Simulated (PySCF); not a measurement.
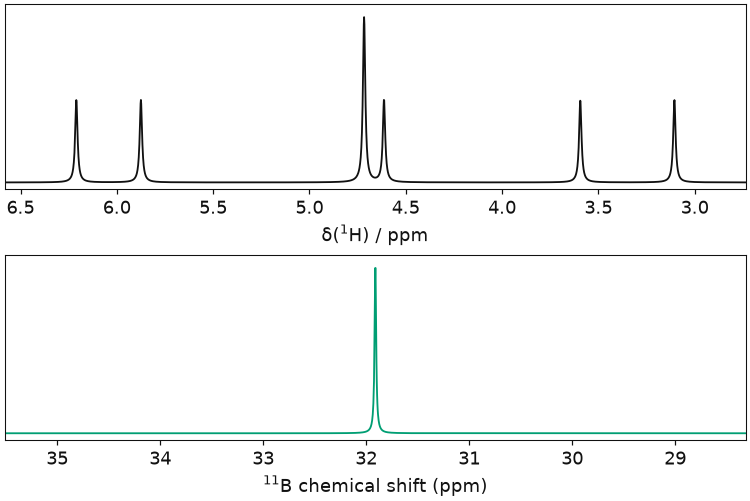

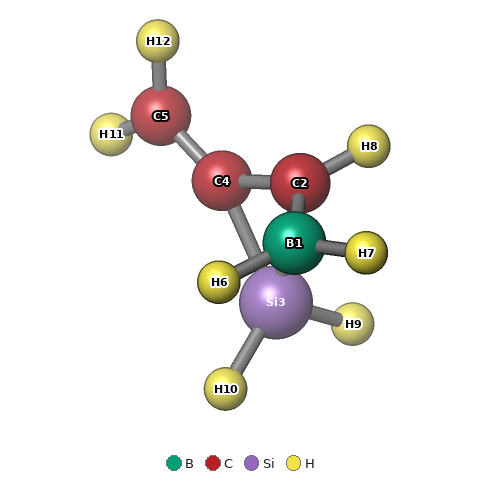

Spectrum and numbered structure of C₃H₇BSi, SMILES B[C@H]1[SiH2]C1=C. GIAO shifts, KT2/pcSseg-2 in PySCF, at a PBE0-D3(BJ)/def2-SVP geometry (no frequency check), against TMS for ¹H and BF₃.OEt₂ for ¹¹B computed at the same level. Gas phase, fully decoupled, line heights follow the number of nuclei, widths are arbitrary (no quadrupolar broadening); values of one conformer, averaged over nuclei that symmetry or rotation about single bonds exchange, these motions taken as fast.

**Which atoms give which ¹H line?**

```
δ (ppm)  nuclei   atoms
   6.21       1     H12
   5.88       1     H11
   4.72       2  H6, H7
   4.61       1      H8
   3.59       1     H10
   3.11       1      H9
```

**Where does the ¹¹B line lie?**

At 31.9 ppm (B1).
